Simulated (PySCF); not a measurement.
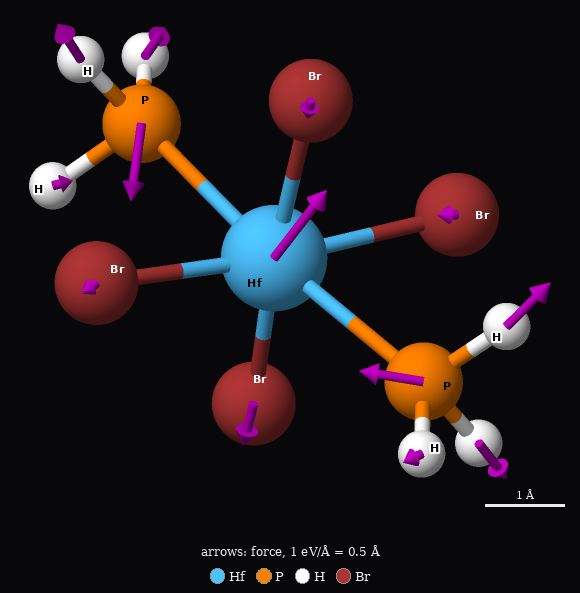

Starting geometry of HfP$_{2}$H$_{6}$Br$_{4}$ with the computed forces as purple arrows. Style: ball-and-stick. Shown from a free direction.

The start comes from GFN2-xTB. Its atoms were then displaced at random by about 0.03 Å.

These are results of PBE0-D3(BJ)/def2-SVP geometry optimisation, gas phase (PySCF), not measurements. 

**Is this structure relaxed? If not, where do the atoms go?**

It isn't relaxed: the largest force vector, on the Hf atom, is 2.35 eV/Å. The final displacements have little in common with the starting forces (cosine between the two patterns 0.18). After 22 geometry steps the energy has fallen by 0.713 eV. A Br atom moves most after the best rigid fit: 0.80 Å. Largest moves by element: Br 0.80 Å, H 0.53 Å, P 0.19 Å, Hf 0.04 Å. Near-neighbour distances that change, for instance: Hf–P 2.895 → 2.775 Å, Br–Hf 2.441 → 2.556 Å, Br–Hf 2.646 → 2.552 Å, Hf–P 2.862 → 2.779 Å. Bond angles that change, for instance: Hf–P–H 137.8° → 115.0°, Hf–P–H 141.3° → 121.8°, P–Hf–Br 76.5° → 91.9°.
